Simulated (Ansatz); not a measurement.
# C2H4FGe: rigid scan of one bond length in Python

How does the energy of C2H4FGe change as one bond is stretched? A script is to give a rigid scan of one bond length; the system is C2H4FGe. SMILES: C=[CH][GeH][F].

All numbers are computed with Ansatz 0.2.0, driven from Python. Level of theory: MP2/def2-SVP.

## Step 1: The structure

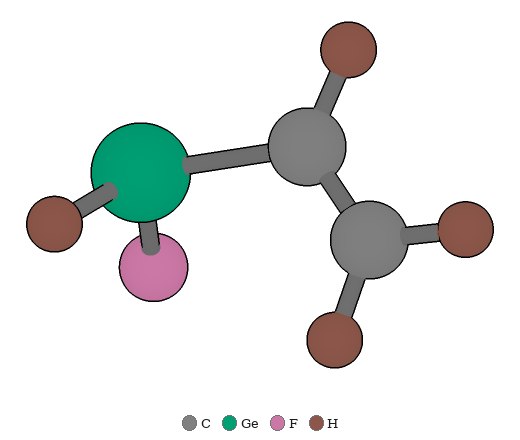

The structure that the script starts from, seen from a chosen angle (carbon grey, germanium teal, fluorine pink, hydrogen brown).

The script holds or builds the structure itself.

## Step 2: Script

The input, scan.py:

```python
import ansatz as az
import matplotlib.pyplot as plt
import numpy as np

GEOMETRY = """
C    -0.24450    1.11030   -0.38750
C     0.67320    0.24770   -0.27380
Ge    0.27540   -1.48770    0.44570
F    -0.23400   -1.30600    2.09110
H    -0.07100    2.12630   -0.83180
H    -1.30880    0.94370   -0.09270
H     1.71470    0.49350   -0.58120
H    -0.71280   -2.18500   -0.42560
"""


def main() -> None:
    molecule = az.Crystal.molecule()
    for line in GEOMETRY.strip().splitlines():
        symbol, *xyz = line.split()
        molecule = molecule.atom(symbol, [float(v) for v in xyz])

    symbols = [site.symbol for site in molecule.cartesian_sites]
    start = np.array([site.position_ang for site in molecule.cartesian_sites])
    axis = (start[6] - start[1]) / np.linalg.norm(start[6] - start[1])
    moving = [6]
    lengths, energies = [0.98, 1.024, 1.069, 1.113, 1.158, 1.202, 1.247, 1.314], []
    for length in lengths:
        xyz = start.copy()
        xyz[moving] += (length - np.linalg.norm(start[6] - start[1])) * axis
        point = az.Crystal.molecule()
        for symbol, place in zip(symbols, xyz):
            point = point.atom(symbol, place.tolist())
        calc = point.calculation().basis(gaussian="def2-SVP").correlation("mp2").spin("collinear", total=1)
        report = calc.run(threads=1, pin="off").report
        energies.append(report["free_energy_ev"])
        print(f"r = {length:6.3f} A  E = {energies[-1]:.5f} eV  <S^2> = {abs(report['mean_field']['state']['spin_squared']):.3f}")

    fit = np.polynomial.Polynomial.fit(lengths, np.array(energies) - min(energies), 4).convert()
    roots = [r.real for r in fit.deriv().roots() if abs(r.imag) < 1e-9 and fit.deriv(2)(r.real) > 0]
    r_e = min(roots, key=lambda r: abs(r - lengths[int(np.argmin(energies))]))
    print(f"minimum of the fit at {r_e:.4f} A, force constant {fit.deriv(2)(r_e):.2f} eV/A^2")
    plt.figure(figsize=(4.5, 3))
    plt.plot(lengths, np.array(energies) - min(energies), "o-")
    plt.xlabel("bond length (A)")
    plt.ylabel("E - E(min) (eV)")
    plt.tight_layout()
    plt.savefig("scan.png", dpi=100)


if __name__ == "__main__":
    main()
```

## Step 3: The input behind the calls

The engine receives this input (first run):

```yaml
crystal:
  periodic: [false, false, false]
  atoms:
    - { symbol: C, position_ang: [-0.2445, 1.1103, -0.3875] }
    - { symbol: C, position_ang: [0.6732, 0.2477, -0.2738] }
    - { symbol: Ge, position_ang: [0.2754, -1.4877, 0.4457] }
    - { symbol: F, position_ang: [-0.234, -1.306, 2.0911] }
    - { symbol: H, position_ang: [-0.071, 2.1263, -0.8318] }
    - { symbol: H, position_ang: [-1.3088, 0.9437, -0.0927] }
    - { symbol: H, position_ang: [1.589923778463838, 0.4640520928914176, -0.5443721454630667] }
    - { symbol: H, position_ang: [-0.7128, -2.185, -0.4256] }
basis:
  gaussian:
    orbitals: def2-SVP
magnetization:
  spin_polarized: true
  initial_magnetization: 1.0
correlation:
  method: mp2
```

## Step 4: Launch

Command:

```bash
> python scan.py
```

The log of the run:

```text
r =  0.980 A  E = -61309.37572 eV  <S^2> = 0.754
r =  1.024 A  E = -61309.56603 eV  <S^2> = 0.754
r =  1.069 A  E = -61309.65479 eV  <S^2> = 0.754
r =  1.113 A  E = -61309.66073 eV  <S^2> = 0.754
r =  1.158 A  E = -61309.60278 eV  <S^2> = 0.754
r =  1.202 A  E = -61309.49795 eV  <S^2> = 0.754
r =  1.247 A  E = -61309.35336 eV  <S^2> = 0.754
r =  1.314 A  E = -61309.08812 eV  <S^2> = 0.754
minimum of the fit at 1.0943 A, force constant 35.80 eV/A^2
```

Wall time 33 s (1 thread of Arm Neoverse V2, shared host); peak memory 0.34 GiB.

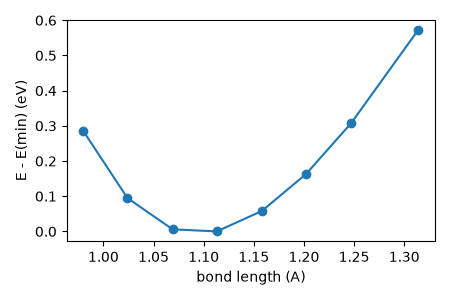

scan.png, as the script drew it.

## Step 5: Inputs of later runs

The engine's inputs for some of the other runs:

Run 5, against run 1:

```diff
@@ -10 +10 @@
-    - { symbol: H, position_ang: [1.589923778463838, 0.4640520928914176, -0.5443721454630667] }
+    - { symbol: H, position_ang: [1.7564307504705352, 0.5033486975186343, -0.593516882087991] }
```

Run 6, against run 1:

```diff
@@ -10 +10 @@
-    - { symbol: H, position_ang: [1.589923778463838, 0.4640520928914176, -0.5443721454630667] }
+    - { symbol: H, position_ang: [1.7975897772587075, 0.5130624649545754, -0.6056650192312307] }
```

Run 8, against run 1:

```diff
@@ -10 +10 @@
-    - { symbol: H, position_ang: [1.589923778463838, 0.4640520928914176, -0.5443721454630667] }
+    - { symbol: H, position_ang: [1.9023582090831463, 0.5377884184278804, -0.6365875501412955] }
```

## Step 6: Run by run

The 8 runs, in the order started:

```csv
run,distance (Å),energy from run 4 (eV),<S²>,iterations in all,CPU time (s)
1,0.98,0.2850,0.75,30,4
2,1.02,0.0947,0.75,32,4.1
3,1.07,0.0059,0.75,32,4
4,1.11,0.0000,0.75,32,3.9
5,1.16,0.0580,0.75,32,4
6,1.20,0.1628,0.75,32,4
7,1.25,0.3074,0.75,30,4
8,1.31,0.5726,0.75,32,4.2
```

## Step 7: Outcome

| quantity | value |
| --- | --- |
| bond length at the fit's minimum | 1.0943 Å |
| runs compared | 8 |
| range of energy | 0.573 eV |
| lowest point, distance (Å) | 1.11 |

The curve has its lowest point inside the range, at 1.11. The ends stand 0.285 and 0.573 eV above it. The distance scanned is the script's pair 1, 6. What to keep in mind:
- The rest of the molecule is held rigid at a force-field or estimated start geometry, and the basis set is modest; single-reference methods fail as a bond breaks.
- The species is open-shell (spin multiplicity 2).
